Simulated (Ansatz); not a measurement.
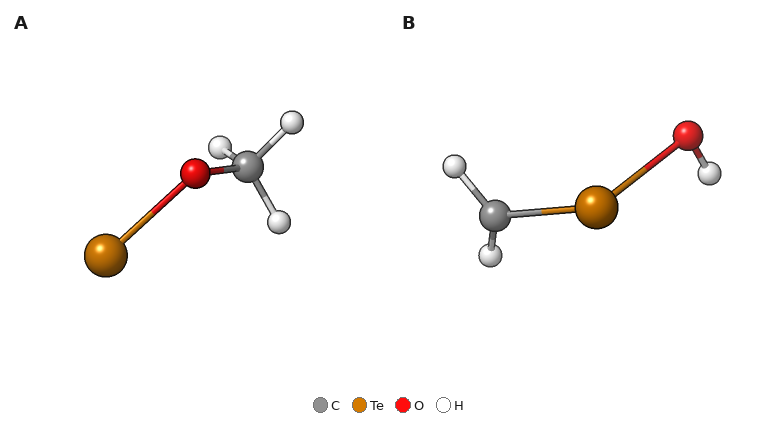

2 stationary structures of one formula. State: charge −1, singlet. Geometries: PBE-D4/def2-SVPD. Electronic energies: PBE-D4/def2-SVPD (Ansatz 0.2.0), without zero-point energy. No frequency run is at hand to confirm each as a minimum.

Rank them by energy, lowest first.

Answer. A is lowest (Cs); B lies 0.981 eV above it (C1).
